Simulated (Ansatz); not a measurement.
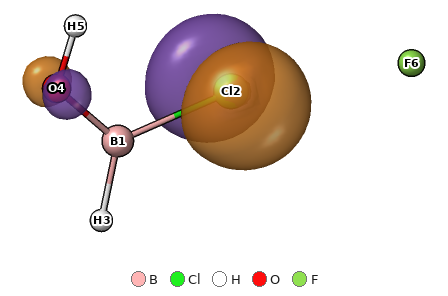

The picture shows: BClH₂O···F (doublet). The HOMO−1 (β) at ±0.2 Å⁻³ᐟ² (orange and purple are the two phases), seen at a tilt.

Not at a stationary point (largest force 1.2 eV/Å).

Computed with Ansatz, UHF/def2-SVP.

```xyz
6

B    -0.0079   -0.0662   -0.0912
Cl   -0.2191   -0.0117    1.7266
H     1.0637    0.1686   -0.5499
O    -1.0402   -0.3714   -0.8621
H    -1.8546   -0.5424   -0.4130
F     0.1368   -0.0235    4.4132
```

**What is the character of this orbital?**

By Hirshfeld shares it lies mainly on Cl2 (about 85 %); largely a lone pair of Cl2. Its energy is −12.67 eV.
